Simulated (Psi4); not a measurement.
Geometry relaxation of Si₂H₆ (part 2 of 3)

The same run, continued: Si₂H₆, SMILES [SiH3][SiH3]; PBE0/def2-SVPD, RKS (Psi4 1.11). The geometry comes from this level: PBE0-D4/def2-TZVP.

Geometry of the input (Å):
```
Si -0.3405  0.4902  -1.0049
Si 0.3635  -0.5044  0.9910
H  0.8339  0.9482  -1.7949
H  -1.1129  -0.4839  -1.8219
H  -1.2080  1.6641  -0.7179
H  1.1390  0.4686  1.8063
H  1.2281  -1.6805  0.7040
H  -0.8110  -0.9592  1.7826
```

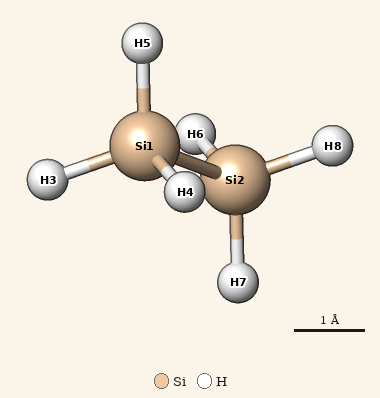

**Figure 1.** The structure as given in the input (ball-and-stick view, seen at a tilt; atoms are numbered from 1 in the order of the input).

**Output, continued**
```
	 - Coordinate -           - BOHR/RAD -       - ANG/DEG -
	 R(1,2)           =         4.419075           2.338474
	 R(1,3)           =         2.811236           1.487642
	 R(1,4)           =         2.811162           1.487603
	 R(1,5)           =         2.811164           1.487604
	 R(2,6)           =         2.811087           1.487563
	 R(2,7)           =         2.811259           1.487654
	 R(2,8)           =         2.811138           1.487590
	 B(1,2,6)         =         1.924670         110.275480
	 B(1,2,7)         =         1.924691         110.276656
	 B(1,2,8)         =         1.924660         110.274870
	 B(2,1,3)         =         1.924665         110.275170
	 B(2,1,4)         =         1.924696         110.276956
	 B(2,1,5)         =         1.924658         110.274787
	 B(3,1,4)         =         1.896358         108.653300
	 B(3,1,5)         =         1.896387         108.654958
	 B(4,1,5)         =         1.896416         108.656630
	 B(6,2,7)         =         1.896376         108.654340
	 B(6,2,8)         =         1.896445         108.658300
	 B(7,2,8)         =         1.896338         108.652154
	 D(3,1,2,6)       =         1.044571          59.849503
	 D(3,1,2,7)       =        -1.049820         -60.150273
	 D(3,1,2,8)       =         3.139028         179.853060
	 D(4,1,2,6)       =         3.138939         179.847980
	 D(4,1,2,7)       =         1.044548          59.848204
	 D(4,1,2,8)       =        -1.049789         -60.148463
	 D(5,1,2,6)       =        -1.049809         -60.149648
	 D(5,1,2,7)       =         3.138985         179.850576
	 D(5,1,2,8)       =         1.044648          59.853909

	        --- Internal Coordinate Step in ANG or DEG, aJ/ANG or AJ/DEG ---
	-------------------------------------------------------------------------------
	           Coordinate      Previous         Force          Change          New
	           ----------      --------        ------          ------        ------
	               R(1,2)       2.33847        0.01541        0.00741       2.34588
	               R(1,3)       1.48764        0.02078        0.00765       1.49530
	               R(1,4)       1.48760        0.02089        0.00769       1.49530
	               R(1,5)       1.48760        0.02089        0.00769       1.49530
	               R(2,6)       1.48756        0.02101        0.00773       1.49530
	               R(2,7)       1.48765        0.02075        0.00764       1.49529
	               R(2,8)       1.48759        0.02093        0.00771       1.49530
	             B(1,2,6)     110.27548        0.00000        0.01157     110.28705
	             B(1,2,7)     110.27666        0.00000        0.01140     110.28806
	             B(1,2,8)     110.27487        0.00000        0.01206     110.28693
	             B(2,1,3)     110.27517        0.00000        0.01191     110.28708
	             B(2,1,4)     110.27696        0.00000        0.01110     110.28806
	             B(2,1,5)     110.27479        0.00000        0.01230     110.28709
	             B(3,1,4)     108.65330       -0.00000       -0.01045     108.64285
	             B(3,1,5)     108.65496       -0.00000       -0.01241     108.64255
	             B(4,1,5)     108.65663       -0.00000       -0.01349     108.64314
	             B(6,2,7)     108.65434       -0.00000       -0.01213     108.64221
	             B(6,2,8)     108.65830       -0.00000       -0.01327     108.64503
	             B(7,2,8)     108.65215       -0.00000       -0.01067     108.64148
	           D(3,1,2,6)      59.84950        0.00000        0.04633      59.89584
	           D(3,1,2,7)     -60.15027        0.00000        0.04671     -60.10356
	           D(3,1,2,8)     179.85306        0.00000        0.04496     179.89802
	           D(4,1,2,6)     179.84798        0.00000        0.04806     179.89604
	           D(4,1,2,7)      59.84820        0.00000        0.04844      59.89665
	           D(4,1,2,8)     -60.14846        0.00000        0.04669     -60.10177
	           D(5,1,2,6)     -60.14965        0.00000        0.04627     -60.10337
	           D(5,1,2,7)     179.85058        0.00000        0.04665     179.89723
	           D(5,1,2,8)      59.85391        0.00000        0.04490      59.89881
	-------------------------------------------------------------------------------

	                                 ==> Convergence Check <==

	Measures of convergence in internal coordinates in au.

	Criteria marked as inactive (o), active & met (*), and active & unmet ( ).

	----------------------------------------------------------------------------------------------~
	   Step    Total Energy     Delta E     Max Force     RMS Force      Max Disp      RMS Disp   ~
	----------------------------------------------------------------------------------------------~
	  Convergence Criteria     1.00e-06 *    3.00e-04 *             o    1.20e-03 *             o~
	----------------------------------------------------------------------------------------------~
	     1    -582.13838226   -5.82e+02      2.55e-03      1.23e-03 o    1.46e-02      7.24e-03 o  ~
	----------------------------------------------------------------------------------------------

Next Geometry in Ang
	Fragment 1 (Ang)

	   Si   0.0000057145   0.0000147388  -1.1729412816
	   Si   0.0000206235   0.0000022944   1.1729394148
	    H   0.0005586406   1.4025554368  -1.6913888503
	    H   1.2143475501  -0.7017331055  -1.6914317670
	    H  -1.2149191765  -0.7007532208  -1.6913926752
	    H  -1.2130554205   0.7039577646   1.6914059503
	    H   1.2161918088   0.6985849472   1.6914141155
	    H  -0.0030286512  -1.4025389266   1.6913843815

    Structure for next step:
    Molecular point group: c1
    Full point group: C1

    Geometry (in Angstrom), charge = 0, multiplicity = 1:

    SI
    SI            1          R2
    H             1          R3      2          A3
    H             1          R4      3          A4      2          D4
    H             1          R5      4          A5      3          D5
    H             2          R6      1          A6      4          D6
    H             2          R7      6          A7      1          D7
    H             2          R8      6          A8      7          D8

    A3        =  110.2870777635
    A4        =  108.6428460304
    A5        =  108.6431442753
    A6        =  110.2870540744
    A7        =  108.6422077712
    A8        =  108.6450281450
    D4        = -120.9876544725
    D5        =  118.0257003642
    D6        =  179.8960431429
    D7        =  120.9872333494
    D8        =  118.0251300814
    R2        =    2.3458806964
    R3        =    1.4952954881
    R4        =    1.4952954605
    R5        =    1.4952959813
    R6        =    1.4952974089
    R7        =    1.4952946498
    R8        =    1.4952980834

gradient() will perform analytic gradient computation.

   => Loading Basis Set <=

    Name: DEF2-SVPD
    Role: ORBITAL
    Keyword: BASIS

         ---------------------------------------------------------
                                   SCF
                              RKS Reference
                        1 Threads,   1525 MiB Core
         ---------------------------------------------------------

  ==> Geometry <==

    Molecular point group: c1
    Full point group: C1

    Geometry (in Angstrom), charge = 0, multiplicity = 1:

       Center              X                  Y                   Z               Mass
    ------------   -----------------  -----------------  -----------------  -----------------
         SI          -0.000000255668    -0.000000354394    -1.172940295471    27.976926534650
         SI          -0.000000255668    -0.000000354394     1.172940400965    27.976926534650
         H           -0.000000255668     1.402537703600    -1.691395300897     1.007825032230
         H            1.214623081069    -0.701269306892    -1.691419340597     1.007825032230
         H           -1.214643843261    -0.701252825024    -1.691395692976     1.007825032230
         H           -1.213358676319     0.703476725579     1.691395492474     1.007825032230
         H            1.215890492573     0.699067303915     1.691419125017     1.007825032230
         H           -0.002496603865    -1.402539925446     1.691392788481     1.007825032230

  Running in c1 symmetry.

  Rotational constants: A =      1.41720  B =      0.16819  C =      0.16819 [cm^-1]
  Rotational constants: A =  42486.67876  B =   5042.31919  C =   5042.31044 [MHz]
  Nuclear repulsion =   90.413107623000400

  Charge       = 0
  Multiplicity = 1
  Electrons    = 34
  Nalpha       = 17
  Nbeta        = 17

  ==> Algorithm <==

  SCF Algorithm Type is DF.
  DIIS enabled.
  MOM disabled.
  Fractional occupation disabled.
  Guess Type is READ.
  Energy threshold   = 1.00e-08
  Density threshold  = 1.00e-08
  Integral threshold = 1.00e-12

  ==> Primary Basis <==

  Basis Set: DEF2-SVPD
    Blend: DEF2-SVPD
    Number of shells: 44
    Number of basis functions: 96
    Number of Cartesian functions: 100
    Spherical Harmonics?: true
    Max angular momentum: 2

  ==> DFT Potential <==

   => LibXC <=

    Version 7.1.2

   => Composite Functional: PBE0 <=

    PBE0 Hyb-GGA Exchange-Correlation Functional

    Deriv               =              1
    GGA                 =           TRUE
    Meta                =          FALSE

    Exchange Hybrid     =           TRUE
    MP2 Hybrid          =          FALSE

   => Exchange Functionals <=

    0.7500   Perdew, Burke & Ernzerhof

   => Exact (HF) Exchange <=

    0.2500               HF

   => Correlation Functionals <=

    1.0000   Perdew, Burke & Ernzerhof

   => LibXC Density Thresholds  <==

    XC_HYB_GGA_XC_PBEH:  1.00E-15

   => Molecular Quadrature <=

    Radial Scheme          =       TREUTLER
    Pruning Scheme         =           NONE
    Nuclear Scheme         =       TREUTLER

    Blocking Scheme        =         OCTREE
    BS radius alpha        =              1
    Pruning alpha          =              1
    Radial Points          =             75
    Spherical Points       =            302
    Total Points           =         174418
    Total Blocks           =           1367
    Max Points             =            256
    Max Functions          =             95
    Weights Tolerance      =       1.00E-15

   => Loading Basis Set <=

    Name: (DEF2-SVPD AUX)
    Role: JKFIT
    Keyword: DF_BASIS_SCF

   => Loading Basis Set <=

    Name: DEF2-SVPD
    Role: ORBITAL
    Keyword: BASIS

  Reading orbitals from file scr/output.m.9627.180.npy, no projection.

  ==> Integral Setup <==

  DFHelper Memory: AOs need 0.028 GiB; user supplied 0.696 GiB.
  SCF_SUBTYPE=INCORE selected. In-core MEM_DF algorithm will be used.
  Using in-core AOs.

  ==> MemDFJK: Density-Fitted J/K Matrices <==

    J tasked:                   Yes
    K tasked:                   Yes
    wK tasked:                   No
    Memory [MiB]:               713
    Algorithm:                 Core
    Schwarz Cutoff:           1E-12
    Mask sparsity (%):       0.1519
    Fitting Condition:        1E-10

   => Auxiliary Basis Set <=

  Basis Set: (DEF2-SVPD AUX)
    Blend: DEF2-UNIVERSAL-JKFIT
    Number of shells: 112
    Number of basis functions: 364
    Number of Cartesian functions: 430
    Spherical Harmonics?: true
    Max angular momentum: 4

  Cached 100.0% of DFT collocation blocks in 0.421 [GiB].

  Minimum eigenvalue in the overlap matrix is 3.3521080732E-04.
  Reciprocal condition number of the overlap matrix is 4.5677236134E-05.
    Using symmetric orthogonalization.

  ==> Pre-Iterations <==

  SCF Guess: Orbitals guess was supplied from a previous computation.

   -------------------------------------------------------
    Irrep   Nso     Nmo     Nalpha   Nbeta   Ndocc  Nsocc
   -------------------------------------------------------
     A         96      96      17      17      17       0
   -------------------------------------------------------
    Total      96      96      17      17      17       0
   -------------------------------------------------------

  ==> Iterations <==

                           Total Energy        Delta E     RMS |[F,P]|

   @DF-RKS iter   0:  -582.12853566914896   -5.82129e+02   1.96482e-04
   @DF-RKS iter   1:  -582.13848926500054   -9.95360e-03   2.42616e-05 DIIS
   @DF-RKS iter   2:  -582.13849332548227   -4.06048e-06   1.60850e-05 DIIS
   @DF-RKS iter   3:  -582.13849527494858   -1.94947e-06   2.20549e-06 DIIS
   @DF-RKS iter   4:  -582.13849530695393   -3.20053e-08   3.49446e-07 DIIS
   @DF-RKS iter   5:  -582.13849530796574   -1.01181e-09   5.56058e-08 DIIS
   @DF-RKS iter   6:  -582.13849530799064   -2.48974e-11   1.43779e-09 DIIS
  Energy and wave function converged.

  ==> Post-Iterations <==

   Electrons on quadrature grid:
      Ntotal   =   33.9999962294 ; deviation = -3.771e-06

    Orbital Energies [Eh]
    ---------------------

    Doubly Occupied:

       1A    -66.242935     2A    -66.242917     3A     -5.334850
       4A     -5.334791     5A     -3.672155     6A     -3.671752
       7A     -3.671752     8A     -3.671715     9A     -3.671715
      10A     -3.671603    11A     -0.584072    12A     -0.519441
      13A     -0.375534    14A     -0.375531    15A     -0.350150
      16A     -0.350148    17A     -0.308734

    Virtual:

      18A      0.012095    19A      0.012097    20A      0.012436
      21A      0.012636    22A      0.044091    23A      0.044096
      24A      0.066928    25A      0.078237    26A      0.120097
      27A      0.120101    28A      0.131915    29A      0.131917
      30A      0.145161    31A      0.149780    32A      0.149784
      33A      0.197019    34A      0.230290    35A      0.240143
      36A      0.240144    37A      0.245222    38A      0.245224
      39A      0.268247    40A      0.276715    41A      0.276719
      42A      0.287464    43A      0.287467    44A      0.306178
      45A      0.316120    46A      0.330800    47A      0.361056
      48A      0.365806    49A      0.389900    50A      0.389905
      51A      0.410431    52A      0.410437    53A      0.425000
      54A      0.445891    55A      0.445910    56A      0.462762
      57A      0.564709    58A      0.617310    59A      0.617311
      60A      0.655336    61A      0.655338    62A      0.664432
      63A      0.664435    64A      0.734687    65A      0.736001
      66A      0.736002    67A      0.786356    68A      0.786362
      69A      0.797869    70A      0.807117    71A      0.807118
      72A      0.933129    73A      1.039923    74A      1.039931
      75A      1.055146    76A      1.055157    77A      1.086490
      78A      1.106486    79A      1.582047    80A      1.613244
      81A      1.695424    82A      1.695427    83A      1.707987
      84A      1.707997    85A      1.758511    86A      1.814907
      87A      1.895129    88A      1.895131    89A      1.898279
      90A      1.898285    91A      2.037535    92A      2.054853
      93A      2.232990    94A      2.232996    95A      2.272264
      96A      2.272265

    Final Occupation by Irrep:
              A
    DOCC [    17 ]
    NA   [    17 ]
    NB   [    17 ]

  @DF-RKS Final Energy:  -582.13849530799064

   => Energetics <=

    Nuclear Repulsion Energy =             90.4131076230003998
    One-Electron Energy =                -985.5892137417315553
    Two-Electron Energy =                 346.0878251785978819
    DFT Exchange-Correlation Energy =     -33.0502143678573717
    Empirical Dispersion Energy =           0.0000000000000000
    VV10 Nonlocal Energy =                  0.0000000000000000
    Total Energy =                       -582.1384953079906381

Computation Completed

Properties will be evaluated at   0.000000,   0.000000,   0.000000 [a0]

Properties computed using the SCF density matrix

 Multipole Moments:

 ------------------------------------------------------------------------------------
     Multipole            Electronic (a.u.)      Nuclear  (a.u.)        Total (a.u.)
```
